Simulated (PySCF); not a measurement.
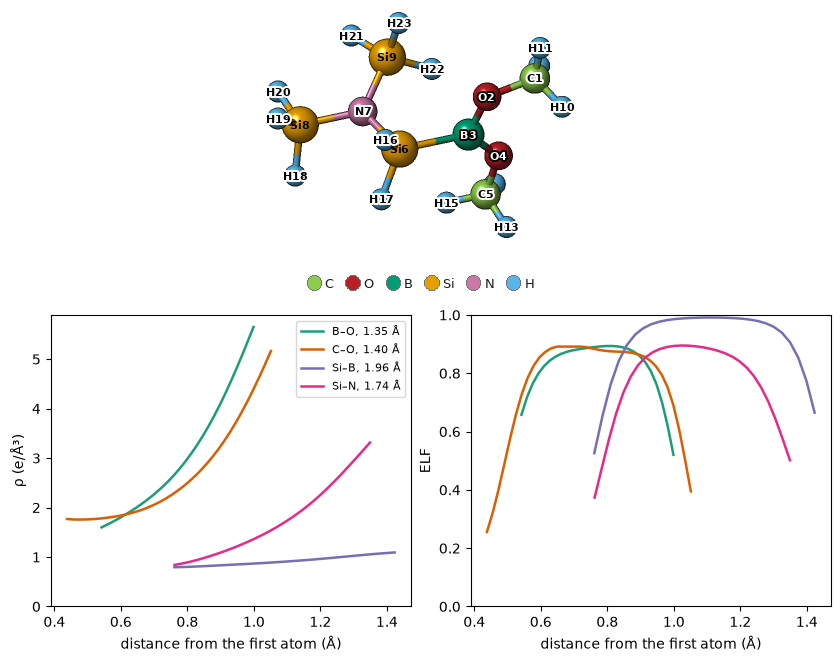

Figure. C2H14BNO2Si3 (SMILES COB(OC)[SiH2]N([SiH3])[SiH3]). Electron density and electron localisation function along straight lines between neighbouring atoms. The curves leave out the atomic cores. The structure is drawn too.

Geometry: GFN2-xTB.

All numbers below come from PBE0/pcSseg-1, SCF density, gas phase, non-relativistic (PySCF).

```yaml
atoms:
  - { symbol: C, position_ang: [2.5957, 2.0368, -0.5639] }
  - { symbol: O, position_ang: [1.5019, 1.5686, 0.1986] }
  - { symbol: B, position_ang: [1.2384, 0.2517, 0.3742] }
  - { symbol: O, position_ang: [2.1120, -0.6261, -0.1836] }
  - { symbol: C, position_ang: [1.9892, -2.0216, -0.1388] }
  - { symbol: Si, position_ang: [-0.4166, -0.0997, 1.3703] }
  - { symbol: N, position_ang: [-1.7540, -0.1203, 0.2242] }
  - { symbol: Si, position_ang: [-3.2915, -0.7189, 0.7873] }
  - { symbol: Si, position_ang: [-1.5680, 0.7374, -1.2794] }
  - { symbol: H, position_ang: [3.5392, 1.6923, -0.1346] }
  - { symbol: H, position_ang: [2.5605, 3.1263, -0.5536] }
  - { symbol: H, position_ang: [2.5276, 1.6730, -1.5914] }
  - { symbol: H, position_ang: [2.8055, -2.4327, 0.4618] }
  - { symbol: H, position_ang: [2.0697, -2.4098, -1.1573] }
  - { symbol: H, position_ang: [1.0334, -2.3304, 0.2931] }
  - { symbol: H, position_ang: [-0.7463, 0.9048, 2.4014] }
  - { symbol: H, position_ang: [-0.5379, -1.3836, 2.1014] }
  - { symbol: H, position_ang: [-3.0789, -2.0754, 1.2953] }
  - { symbol: H, position_ang: [-3.8156, 0.1390, 1.8533] }
  - { symbol: H, position_ang: [-4.2059, -0.7363, -0.3523] }
  - { symbol: H, position_ang: [-2.7456, 0.4539, -2.0982] }
  - { symbol: H, position_ang: [-0.3782, 0.2176, -1.9636] }
  - { symbol: H, position_ang: [-1.4393, 2.1803, -1.0611] }
```

Question: What kind of bonding do the profiles show?

Answer: B–O (1.35 Å): ρ at the midpoint is about 2.1 e/Å³; the ELF peaks at about 0.90 between the atoms, as expected for a polar covalent bond.
C–O (1.40 Å): ρ is about 2.1 e/Å³ halfway, with its minimum of 1.8 e/Å³ about 0.5 Å from C; the ELF peaks at about 0.90 between the atoms, as expected for a polar covalent bond.
Si–B (1.96 Å): ρ at the midpoint is about 0.86 e/Å³; the ELF peaks at about 1 between the atoms: a shared electron pair.
Si–N (1.74 Å): the density is about 1 e/Å³ at the midpoint; the ELF peaks at about 0.90 between the atoms (a shared but strongly polarised pair).
